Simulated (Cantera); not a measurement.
Feed: 1 mol Cr, 1.3 mol N₂O, 0.069 mol O₂, held at 0.910 Pa.

These are equilibrium values from Cantera (NASA tables, ideal gas, pure condensed phases), not measurements of a reactor. Candidate condensed phases: Cr, CrN, Cr₂N, Cr₂O₃; 14 gas species. The numbers say what is thermodynamically allowed, not how fast it happens.

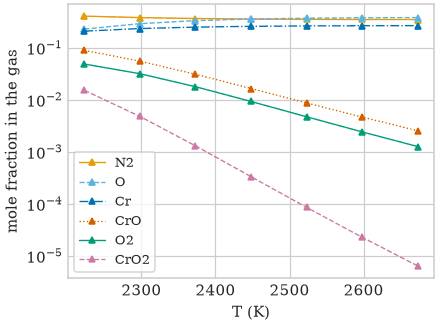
*Equilibrium gas composition (values under 1e-9 drawn at 1e-9)*

From 2223 K to 2673 K nothing is condensed. The main Cr-bearing gas is Cr throughout.
